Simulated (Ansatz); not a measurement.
**Nudged elastic band, with input and output: Si$_{2}$H$_{6}$Cl$_{2}$O (part 2 of 2)**

Si$_{2}$H$_{6}$Cl$_{2}$O; RKS B3LYP-D4/def2-SVP (Ansatz 0.2.0). It belongs to a series of runs on one base structure; here: band between the two ends.

Geometry of the input (Å):
```
Si -0.5522  0.8334  -0.9422
Si 1.0394  -0.8324  -0.4954
Cl -0.2677  1.5327  -2.8893
Cl -0.2120  2.4580  0.3443
H  -1.9802  0.4579  -0.8419
H  -0.6831  -1.0537  2.2176
O  -0.9610  -0.2887  1.6972
H  0.3632  -2.1451  -0.2726
H  1.8456  -0.4695  0.7069
H  1.9664  -0.9682  -1.6596
H  -0.5585  0.4757  2.1353
```

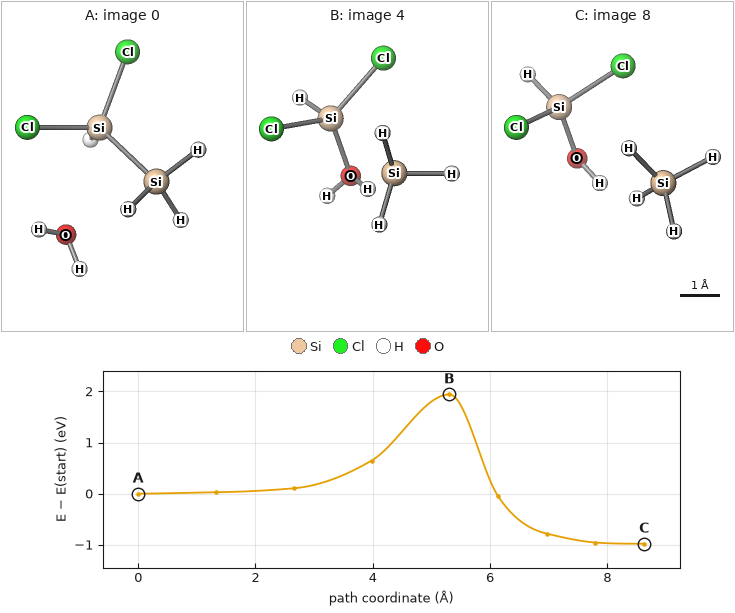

Images of the last band (counted from 0; ball-and-stick, seen at a tilt) above the energy along the path; the line is a cubic interpolation that uses the forces. The highest image is number 4, 1.941 eV above the start and 2.920 eV above the end (the climbing image); the end lies 0.979 eV below the start. The path is 8.63 Å long. The band converged in 31 iterations.

```
Total energy: -42933.88985936 eV, -1577.7913506957 hartree
Atom 0 at    -0.831901     0.908532    -0.322112 Å, force    -0.002803    -0.003264     0.005127 eV/Å
Atom 1 at     1.304376    -0.965682    -0.200753 Å, force    -0.001745    -0.000148    -0.000141 eV/Å
Atom 2 at    -1.099583     0.198239    -2.265818 Å, force     0.000251     0.000551     0.001239 eV/Å
Atom 3 at     0.629688     2.358738     0.043740 Å, force    -0.002955    -0.002627    -0.000711 eV/Å
Atom 4 at    -2.050015     1.743979    -0.182686 Å, force    -0.000955     0.000247     0.000938 eV/Å
Atom 5 at    -0.285701    -0.618003     0.943585 Å, force    -0.017365     0.000073     0.010296 eV/Å
Atom 6 at    -1.309678    -0.169943     1.093255 Å, force     0.028790     0.006233    -0.020928 eV/Å
Atom 7 at     1.053893    -2.373278    -0.655682 Å, force     0.000502     0.000343    -0.000195 eV/Å
Atom 8 at     2.293476    -1.016172     0.932016 Å, force     0.000471    -0.000019    -0.000416 eV/Å
Atom 9 at     1.971750    -0.238113    -1.320386 Å, force     0.000224    -0.000083    -0.000002 eV/Å
Atom 10 at    -1.676507     0.171803     1.934939 Å, force    -0.004415    -0.001304     0.004792 eV/Å
Dipole moment:    -0.517163     0.044669     0.680865 e Å
this run last wrote the band of iteration 31 to [file]
```

The last band as extended XYZ (Å, eV, eV/Å)
```
11
Properties=species:S:1:pos:R:3:forces:R:3 image=0 energy=-42935.83080
Si   -0.5522    0.8334   -0.9422   -0.0038   0.0071   0.0056
Si    1.0394   -0.8324   -0.4954    0.0213  -0.0238  -0.0031
Cl   -0.2677    1.5327   -2.8893    0.0039  -0.0015  -0.0001
Cl   -0.2120    2.4580    0.3443   -0.0006  -0.0035   0.0034
H    -1.9802    0.4579   -0.8419    0.0009  -0.0050  -0.0012
H    -0.6831   -1.0537    2.2176    0.0044  -0.0131   0.0115
O    -0.9610   -0.2887    1.6972   -0.0070   0.0069  -0.0161
H     0.3632   -2.1451   -0.2726    0.0113   0.0260  -0.0014
H     1.8456   -0.4695    0.7069   -0.0176  -0.0043  -0.0215
H     1.9664   -0.9682   -1.6596   -0.0160   0.0010   0.0184
H    -0.5585    0.4757    2.1353    0.0031   0.0103   0.0046
11
Properties=species:S:1:pos:R:3:forces:R:3 image=1 energy=-42935.80321
Si   -0.5164    0.7809   -0.8661   -0.0035  -0.0189  -0.0107
Si    1.0646   -0.9229   -0.5763   -0.0003   0.0016  -0.0012
Cl   -0.4135    1.3816   -2.8656    0.0055   0.0093   0.0084
Cl    0.0046    2.4315    0.3179   -0.0067   0.0082   0.0143
H    -1.9396    0.4704   -0.6066   -0.0014  -0.0055  -0.0087
H    -0.2118   -0.5327    2.3199    0.0022   0.0213   0.0018
O    -0.9907   -0.3217    1.7856   -0.0103  -0.0173  -0.0081
H     0.4163   -2.2467   -0.8023   -0.0013  -0.0027   0.0001
H     1.6458   -0.8820    0.7964    0.0007  -0.0023  -0.0017
H     2.1643   -0.7346   -1.5656   -0.0010  -0.0047  -0.0019
H    -1.2238    0.5764    2.0628    0.0160   0.0110   0.0076
11
Properties=species:S:1:pos:R:3:forces:R:3 image=2 energy=-42935.72607
Si   -0.4520    0.8971   -0.8605    0.0053   0.0104  -0.0338
Si    1.0844   -0.8263   -0.5086   -0.0064  -0.0051  -0.0103
Cl   -0.7607    0.9703   -2.9279    0.0319   0.0556  -0.0321
Cl    0.5052    2.6460   -0.2284   -0.0252   0.0126   0.0010
H    -1.8091    0.9209   -0.2733    0.0006  -0.0534  -0.0181
H    -0.2986   -0.6468    2.3566    0.0146   0.0110   0.0703
O    -0.9942   -0.5180    1.6980    0.0290  -0.0077   0.0377
H     0.4858   -2.1729   -0.7240   -0.0303   0.0051  -0.0025
H     1.6840   -0.7524    0.8554   -0.0238   0.0103  -0.0050
H     2.1734   -0.6070   -1.5054    0.0050  -0.0281  -0.0049
H    -1.6184    0.0892    2.1182   -0.0009  -0.0107  -0.0023
11
Properties=species:S:1:pos:R:3:forces:R:3 image=3 energy=-42935.18324
Si   -0.5408    0.8377   -0.5866    0.1679  -0.0425  -0.1462
Si    1.1894   -0.7963   -0.4042   -0.0667   0.1013  -0.1117
Cl   -1.0159    0.4432   -2.6027    0.0625   0.1490  -0.1983
Cl    0.6897    2.5183   -0.2115    0.0248   0.0875  -0.1279
H    -1.8435    1.3846   -0.1290    0.1154  -0.2041   0.0185
H    -0.4224   -0.7468    1.6825   -0.0757  -0.0811   0.4108
O    -1.2817   -0.4237    1.3773    0.0055  -0.1494   0.1620
H     0.8005   -2.2134   -0.6807   -0.1329   0.0985  -0.0191
H     1.9188   -0.8131    0.9126   -0.2154   0.1155  -0.0006
H     2.1376   -0.3258   -1.4442    0.1041  -0.0377  -0.0573
H    -1.6319    0.1355    2.0865    0.0105  -0.0369   0.0698
11
Properties=species:S:1:pos:R:3:forces:R:3 image=4 energy=-42933.88958
Si   -0.8319    0.9085   -0.3221   -0.0028  -0.0033   0.0051
Si    1.3044   -0.9657   -0.2008   -0.0017  -0.0001  -0.0001
Cl   -1.0996    0.1982   -2.2658    0.0003   0.0006   0.0012
Cl    0.6297    2.3587    0.0437   -0.0030  -0.0026  -0.0007
H    -2.0500    1.7440   -0.1827   -0.0010   0.0002   0.0009
H    -0.2857   -0.6180    0.9436   -0.0174   0.0001   0.0103
O    -1.3097   -0.1699    1.0933    0.0288   0.0062  -0.0209
H     1.0539   -2.3733   -0.6557    0.0005   0.0003  -0.0002
H     2.2935   -1.0162    0.9320    0.0005   0.0000  -0.0004
H     1.9717   -0.2381   -1.3204    0.0002  -0.0001   0.0000
H    -1.6765    0.1718    1.9349   -0.0044  -0.0013   0.0048
11
Properties=species:S:1:pos:R:3:forces:R:3 image=5 energy=-42935.88216
Si   -1.1077    1.0282   -0.2334   -0.6422   0.3058   0.2484
Si    1.4120   -1.0961   -0.0926    0.2393  -0.3191   0.2023
Cl   -1.0614    0.1262   -2.0996    0.0532  -0.0812   0.4184
Cl    0.5580    2.2477    0.0502   -0.1401  -0.2715   0.0814
H    -2.2271    1.9474   -0.2820   -0.3974   0.5110  -0.1415
H     0.1586   -0.7094    0.6541    1.0522  -0.2421  -0.6967
O    -1.4974   -0.0386    0.9921   -0.4212   0.2859  -0.2192
H     1.1459   -2.4589   -0.6197    0.1765  -0.1936  -0.0101
H     2.4391   -1.0730    0.9757    0.3456  -0.1928   0.0309
H     1.8981   -0.2480   -1.2235   -0.1984  -0.0050   0.1865
H    -1.7183    0.2746    1.8787   -0.0677   0.2026  -0.1005
11
Properties=species:S:1:pos:R:3:forces:R:3 image=6 energy=-42936.61240
Si   -1.3548    1.2053   -0.2775   -0.1082   0.0681  -0.0015
Si    1.5771   -1.2540   -0.0356    0.0757  -0.0646   0.0110
Cl   -1.1513    0.1072   -2.0070   -0.0406   0.0086   0.0430
Cl    0.4017    2.2271    0.1307   -0.0698  -0.0076   0.0520
H    -2.4043    2.2130   -0.4884   -0.0793   0.1105  -0.0663
H     0.3397   -0.8403    0.6621    0.0755  -0.0594  -0.0007
O    -1.7624    0.1554    0.9249   -0.1093   0.0779  -0.0353
H     1.3597   -2.6242   -0.5763    0.0939  -0.0620  -0.0045
H     2.6787   -1.2445    0.9671    0.1045  -0.0770  -0.0177
H     1.9156   -0.3270   -1.1481    0.0054  -0.0198   0.0280
H    -1.5999    0.3821    1.8482    0.0523   0.0254  -0.0079
11
Properties=species:S:1:pos:R:3:forces:R:3 image=7 energy=-42936.78705
Si   -1.4679    1.3520   -0.3025   -0.0183   0.0147   0.0155
Si    1.6372   -1.3234    0.0352    0.0096  -0.0104   0.0064
Cl   -1.1962    0.0864   -1.9197   -0.0103  -0.0002   0.0148
Cl    0.3275    2.3203    0.0527   -0.0129   0.0143  -0.0093
H    -2.5134    2.3294   -0.6392   -0.0173   0.0206  -0.0187
H     0.4053   -0.9262    0.7744    0.0109  -0.0143   0.0157
O    -1.9665    0.5408    1.0351   -0.0411   0.0596   0.0107
H     1.4209   -2.6827   -0.5335    0.0103  -0.0079   0.0008
H     2.7658   -1.3533    1.0078    0.0158  -0.0170   0.0014
H     1.9260   -0.3507   -1.0479   -0.0002  -0.0007   0.0124
H    -1.3388    0.0074    1.5378    0.0534  -0.0588  -0.0497
11
Properties=species:S:1:pos:R:3:forces:R:3 image=8 energy=-42936.80946
Si   -1.5077    1.3731   -0.3593   -0.0164   0.0067   0.0031
Si    1.6496   -1.3353    0.1261    0.0052  -0.0113   0.0019
Cl   -1.1449    0.0307   -1.8978    0.0031   0.0045   0.0027
Cl    0.1872    2.5382   -0.1493    0.0038  -0.0039  -0.0043
H    -2.6606    2.2214   -0.7011    0.0033  -0.0023  -0.0039
H     0.5432   -0.8804    1.0220    0.0074   0.0003  -0.0050
O    -1.8651    0.5790    1.0323   -0.0041  -0.0031  -0.0034
H     1.1718   -2.4990   -0.6694    0.0017   0.0106   0.0016
H     2.7934   -1.7498    0.9879   -0.0076   0.0027  -0.0041
H     2.0563   -0.2163   -0.7615   -0.0038  -0.0044   0.0063
H    -1.2235   -0.0614    1.3702    0.0074   0.0003   0.0051
```

Summary

| quantity | value |
| --- | --- |
| outcome | converged |
| barrier, forward | 1.941 eV |
| barrier, backward | 2.920 eV |
| wall time | 11 min (CPU time 21 min) |
| peak memory | 0.31 GiB |

Remarks

The order of the saddle point was not checked.
